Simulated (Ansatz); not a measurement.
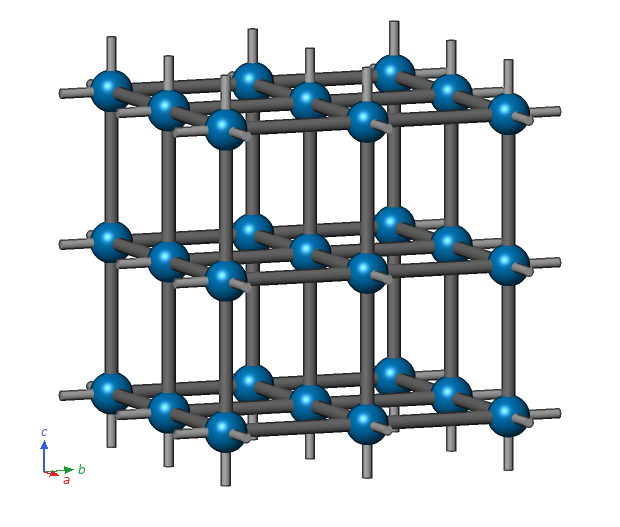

The picture shows a finite piece of the underlying net of a crystal structure, nodes on the atoms' positions. Nodes are coloured by topological kind. Edges to nodes outside the piece are drawn as stubs.

Question: Describe the net.

Answer: A uninodal 6-connected, three-periodic net. It is the pcu net, known from NaCl, ReO3 and the B-X framework of perovskite.

Question: Give point symbol and coordination sequence.

Answer: 4¹²·6³, sequence 6, 18, 38, 66, 102.

The net was derived as follows. Na₃Mo (space group Im-3m, No. 229): the geometry relaxed with Ansatz 0.2.0, DFT PBE, scalar-relativistic, plane waves, PAW; the starting structure was generated, so it need not be a known form of this composition. Bonds are taken as Mo–Na below 3.6 Å and Na–Na below 3.6 Å; no other contact counts. Atoms with one bond or none are removed and atoms with two bonds are replaced by edges, until no such atom is left. Na and Mo are 6-connected nodes.
